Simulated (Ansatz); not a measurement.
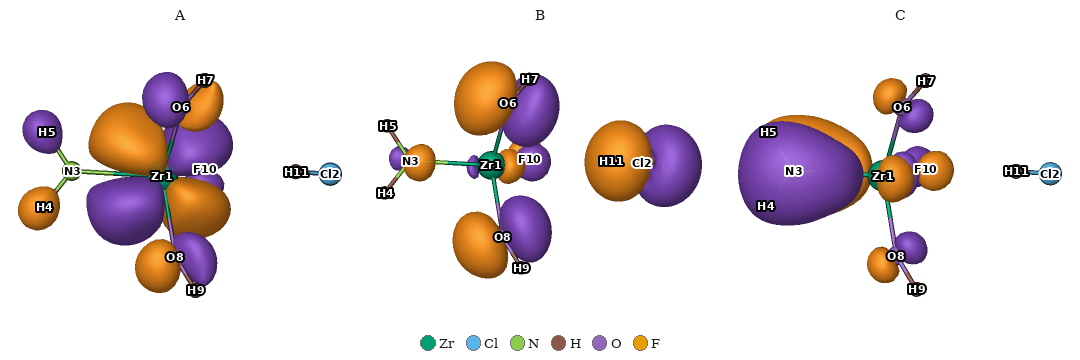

Figure 1: FH₄NO₂Zr···HCl. Three frontier orbitals at ±0.1 Å⁻³ᐟ² (orange and purple are the two phases), in no order.

Core potentials replace the inner electrons of Zr; not at a stationary point (largest force 0.9 eV/Å).

All numbers below come from Ansatz 0.2.0, RKS PBE/def2-SVP.

Input file:

```
crystal:
  periodic: [false, false, false]
  atoms:
    - { symbol: Zr, position_ang: [0.0, 0.0, 0.0] }
    - { symbol: Cl, position_ang: [0.0, 0.0, 2.87] }
    - { symbol: "N", position_ang: [2.084, 0.0, -0.7359] }
    - { symbol: H, position_ang: [2.5823, -0.918, -0.9166] }
    - { symbol: H, position_ang: [2.5853, 0.918, -0.9082] }
    - { symbol: O, position_ang: [-0.975, 1.6891, -0.6893] }
    - { symbol: H, position_ang: [-1.9328, 1.4584, -0.9117] }
    - { symbol: O, position_ang: [-0.975, -1.6891, -0.6893] }
    - { symbol: H, position_ang: [-1.4296, -2.1548, 0.0831] }
    - { symbol: F, position_ang: [1.19, -1.8071, 0.7189] }
    - { symbol: H, position_ang: [0.8686, -1.319, 1.9315] }
basis:
  gaussian: { orbitals: def2-SVP }
hamiltonian:
  xc: pbe
relax:
  f_tol: 0.15
  max_steps: 25
  restrain:
    - { distance: [0, 9], at: 1.98, k: 30.0 }
    - { distance: [10, 1], at: 1.37, k: 30.0 }
    - { distance: [0, 1], at: 3.72, k: 30.0 }
    - { distance: [10, 9], at: 2.12, k: 30.0 }
output:
  orbitals: {}
```

Launched as:

```sh
ansatz run input.yaml --threads 4 --pin off --max-ram 5120MiB --backend cpu --events-out ev --progress --plain --runs-dir out
```

The fields are those of the run's last geometry, not of the input's.

Q: Order the three orbitals by energy and name them.

A: B is the HOMO−1 (−7.27 eV). It lies mainly on Cl2 (about 30 %), O6 (about 30 %), O8 (about 20 %) and Zr1 (about 5 %); largely a combination of lone pairs on Cl2, O6 and O8. C is the HOMO (−5.69 eV). It lies mainly on N3 (about 70 %) and Zr1 (about 15 %); largely a lone pair of N3. A is the LUMO (−0.86 eV). By Hirshfeld shares it lies mainly on Zr1 (about 70 %), O8 (about 10 %) and O6 (about 10 %).

Q: What is the HOMO–LUMO gap?

A: 4.83 eV between the orbital energies.
